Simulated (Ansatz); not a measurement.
**ClF2HOTi: density, localisation and related maps**

```yaml
atoms:
  - { symbol: Ti, position_ang: [-0.0963, -0.0484, -0.0326] }
  - { symbol: O, position_ang: [-0.3254, -0.0849, 1.6682] }
  - { symbol: H, position_ang: [-0.5039, -0.1253, 2.5950] }
  - { symbol: F, position_ang: [1.5905, -0.0163, -0.3936] }
  - { symbol: F, position_ang: [-0.8152, 1.3767, -0.6869] }
  - { symbol: Cl, position_ang: [-1.0116, -1.8238, -0.9810] }
```

These are results of RHF/def2-SVP in Ansatz, not measurements.

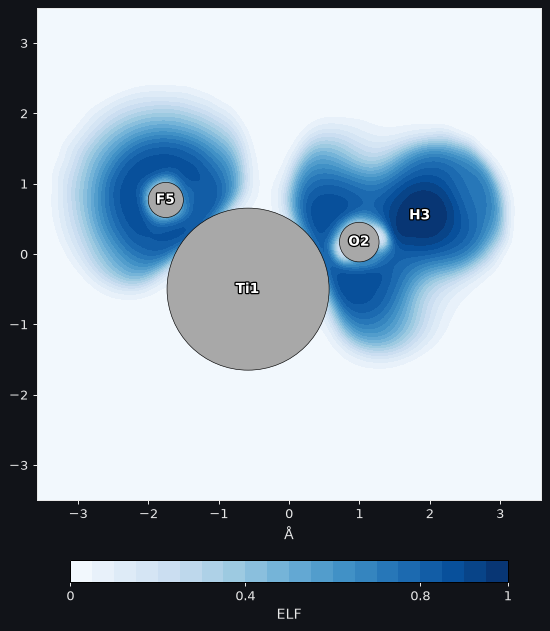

Figure 1. Electron localisation function on the plane of atoms O2, Ti1 and F5. Grey discs cover the atomic cores.

**What do the fields say about this system?**

- Atoms in the plane: Ti, O, H and F.
- Ti–O (1.72 Å): the ELF peaks at about 0.80 in the valence shell of O, 0.5 Å from its nucleus, and drops to about 0.25 between the two atoms.
- Ti–F (1.73 Å): the ELF peaks at about 0.85 in the valence shell of F, 0.5 Å from its nucleus, and drops to about 0.20 between the two atoms.
- O–H (0.94 Å): the ELF climbs to about 1 towards the hydrogen, as it does in any bond to H; a covalent bond by its length.

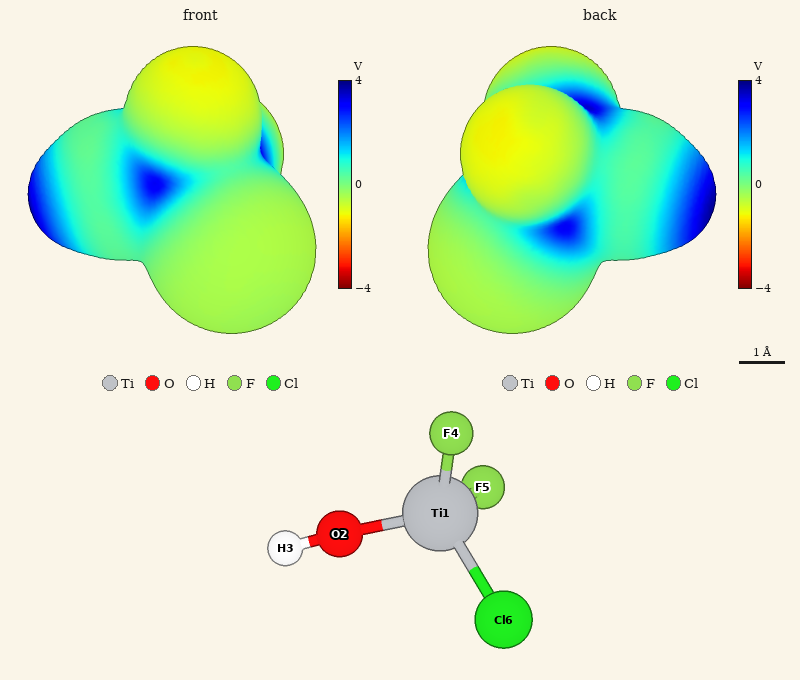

Figure 2. The molecular electrostatic potential painted on the density surface at 0.002 e/bohr³, seen from the front and from behind; the colour scale runs from red (negative) to blue (positive). The bare structure is drawn below in the same view.

**Where is the surface potential most negative and most positive?**

The most negative region (about −1.2 V, or −28 kcal/mol for a unit charge) lies over F4 and F5, the most positive (about +3.7 V, or +85 kcal/mol for a unit charge) over H3.

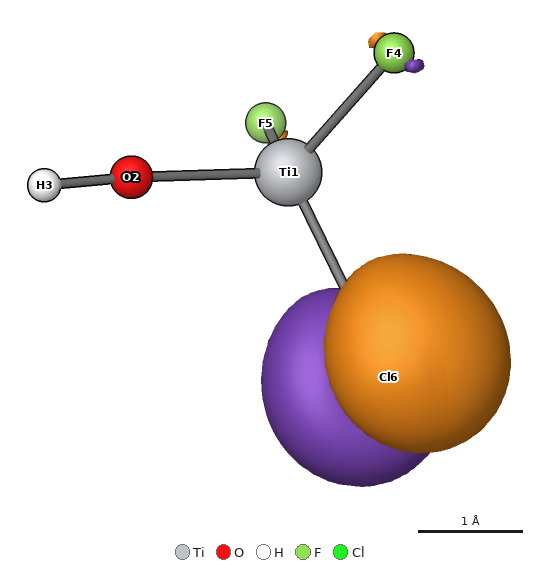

Figure 3. The HOMO−1 at ±0.2 Å⁻³ᐟ² (orange and purple are the two phases), seen at a tilt.

**Describe this orbital and give its energy.**

By Hirshfeld shares it lies mainly on Cl6 (about 90 %) and Ti1 (about 10 %); largely a lone pair of Cl6. Its energy is −12.91 eV.
